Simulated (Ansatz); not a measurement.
Electronic density of states of amorphous silicon oxynitride (Si₃₀N₄₀O), density 2.94 g/cm³, on a 2×2×2 Γ-centred mesh with a Gaussian width of 0.1 eV; energies count from the Fermi level, whose place inside the gap is arbitrary. Cell and mesh are small, so fine structure isn't converged. Calculation: PBE, scalar-relativistic without spin-orbit coupling (plane waves to 420 eV, PAW; Ansatz, a first-principles code). Sampling: a 2×2×2 Γ-centred mesh; Fermi-Dirac width 0.02 eV; no spin polarisation. The usual formal charges leave 2 holes over, so the level spacing at the Fermi energy parts defect or band states and needn't be the band gap. At PBE the levels at the filled edge of the gap are localised (band-tail or defect states), and the nearest spread-out levels lie 3.1 eV apart at the zone centre.

The cell was made by melting and quenching with the CHGNet potential and then relaxed with DFT. O and N atoms were pushed apart under 1.9 Å during the dynamics, to hinder bonds among them. The hot cell started wider than the set density and was brought back towards it in steps. It is the lowest in DFT energy of 2 quenches. It is a model cell: composition and starting density were chosen by hand, and all elements were melted together. No dispersion term was used. Its density started from a set value of 2.94 and ended at 2.94 g/cm³. The quench (nominally 380 K/ps over its main leg) was far faster than any real one, so the model tends to hold more defects than a real film. Values belong to this one cell and scatter from quench to quench. The volume was held where the preparation left it, at a PBE pressure of 2.8 GPa. Stress components on the final sampling reach 4.8 GPa.

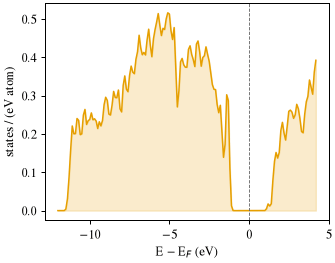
Figure. Density of states per atom

The level spacing at the Fermi energy on this mesh is 2.47 eV; the broadening fills part of it in the curve.
